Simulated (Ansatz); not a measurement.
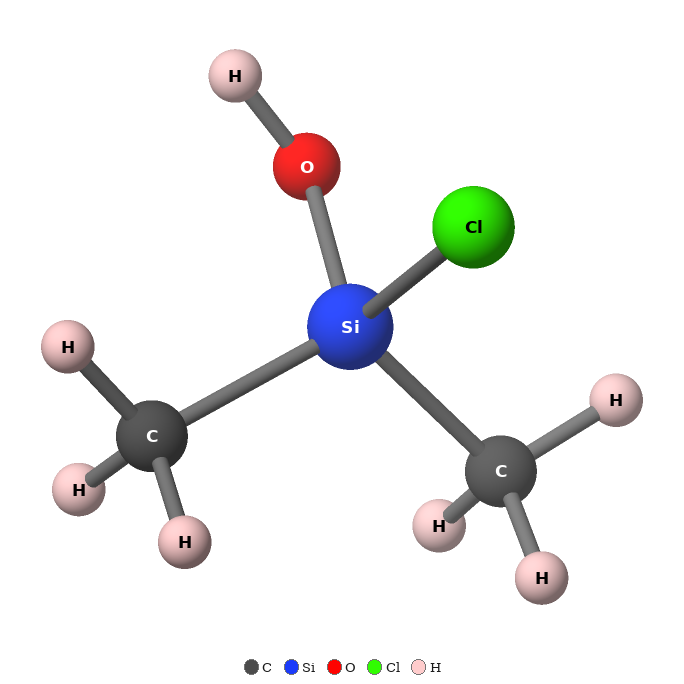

Computed geometry: PBE-D4/def2-SVP optimisation. No frequency run is at hand to confirm it as a minimum. Level of theory: RKS PBE-D4/def2-SVP (Ansatz 0.2.0).

**Estimate the dispersion correction.**

−26.9 kJ/mol.

**Give the dipole moment at this level.**

1.77 D.
